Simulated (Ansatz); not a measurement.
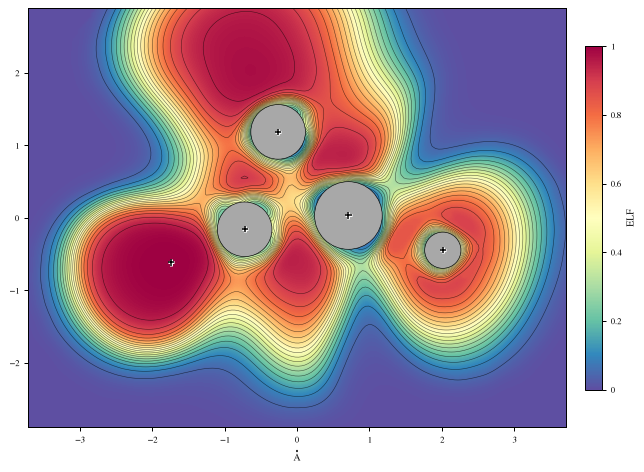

The ELF on a plane through atoms (crosses mark nuclei in the plane; grey discs cover the cores).

Method: isolated molecule in a Gaussian basis; Kohn-Sham density functional theory, functional PBE0 in Ansatz.

Candidates:
A. C₂H₆B (SMILES [BH+]CC) (charge +1)
B. C₂HBF (SMILES F[B-]1=C=C1) (charge −1)
C. C₂H₃Zn (SMILES C=[CH][Zn]) (doublet)

Q: Which candidate gave the map?

A: Candidate B: C₂HBF on the molecular plane, which holds C, B, F and H. B–F (1.39 Å): the ELF peaks at about 0.85 between the atoms; a polar covalent bond. C–C (1.42 Å): the ELF peaks at about 0.85 between the atoms; a covalent bond.
